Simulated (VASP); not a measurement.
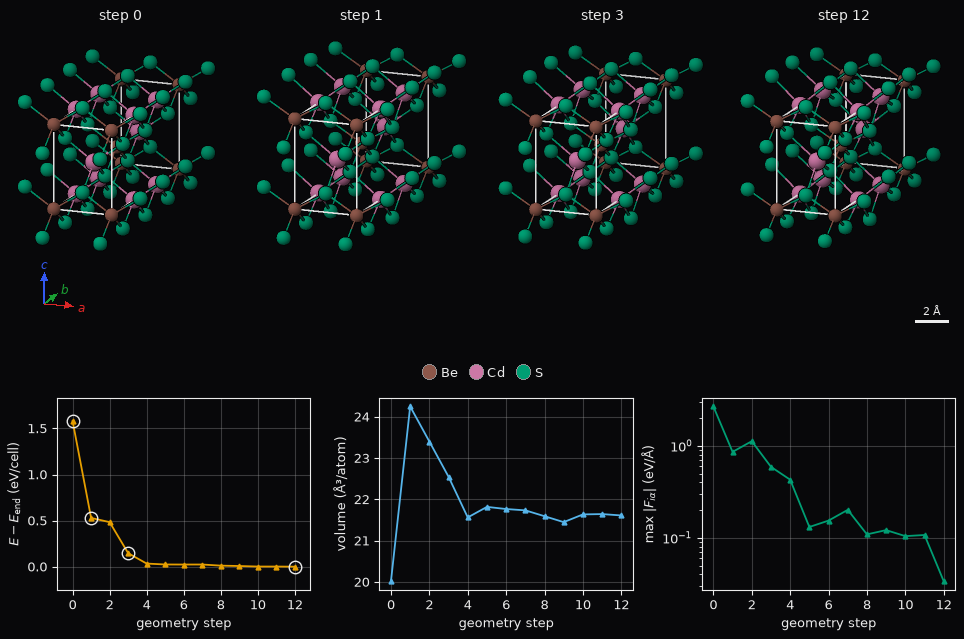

Frames of a relaxation of crystalline BeCd$_{2}$S$_{3}$ (a generated structure, set up in Imm2), marked on the history of the run. The picture is a ball-and-stick view of the conventional cell (2 times the calculation's cell), seen slightly off an axis. Lengths and directions refer to the drawn axes.

The run lets cell and atoms move.

The calculation used Kohn-Sham DFT of a periodic cell, PBE, VASP PAW PBE potentials, recommended in VASP.

The input:
```
SYSTEM = BeCd2S3
ALGO     = Fast           ! electronic algorithm
EDIFF    = 1E-4           ! SCF threshold, eV
EDIFFG   = -0.08          ! ionic threshold
ENCUT    = 520            ! plane-wave cutoff, eV
GGA      = PE             ! functional
IBRION   = 2              ! ionic algorithm
ISIF     = 3              ! what is computed and relaxed
ISMEAR   = 0              ! smearing method
LASPH    = .TRUE.         ! aspherical terms in the spheres
LCHARG   = .FALSE.        ! write CHGCAR
LREAL    = .FALSE.        ! projectors in reciprocal space
LWAVE    = .FALSE.        ! write WAVECAR
NELM     = 60             ! most SCF steps
NSW      = 24             ! ionic steps
PREC     = Normal         ! precision mode
SIGMA    = 0.15           ! smearing width, eV
```

Launched with:
```bash
cat potpaw_PBE.64/Be/POTCAR potpaw_PBE.64/Cd/POTCAR potpaw_PBE.64/S/POTCAR > POTCAR
mpirun -np 1 vasp_std > vasp.out
```

> Describe the path.

The energy falls by 1.580 eV per cell of the calculation in 12 geometry steps. Largest force component: 2.7 eV/Å at the start, 0.034 eV/Å at the end. Pressure: 10.95 GPa at the start and −0.15 GPa at the end. The largest moves relative to the cell, 0.30 Å, are those of S atoms. Largest moves by element: S 0.30 Å, Cd 0.09 Å, Be 0.05 Å. The volume changes by +8.0 %, with a 3.840 → 3.877 Å (+1.0 %), b 11.520 → 11.790 Å (+2.3 %), c 5.430 → 5.673 Å (+4.5 %). Some distances before and after: Be–S 2.355 → 2.103 Å, Cd–S 2.345 → 2.556 Å, Cd–S 2.419 → 2.557 Å, Be–S 2.290 → 2.238 Å. Bond angles that change, for instance: Cd–S–Cd 109.5° → 98.9°, S–Cd–S 109.5° → 98.9°, Cd–S–Cd 105.4° → 95.4°. The space group stays Imm2 (No. 44). It ran on 1 thread of AMD EPYC 7R13 Processor (Zen 3), with other jobs on the host. From step 0 to 1: S atoms move most (0.16 Å), volume +21.1 %, energy −1.051 eV per cell of the calculation. From step 1 to 3: S atoms move most (0.06 Å), volume −7.0 %, energy −0.382 eV per cell of the calculation. From step 3 to 12: S atoms move most (0.09 Å), volume −4.2 %, energy −0.146 eV per cell of the calculation.
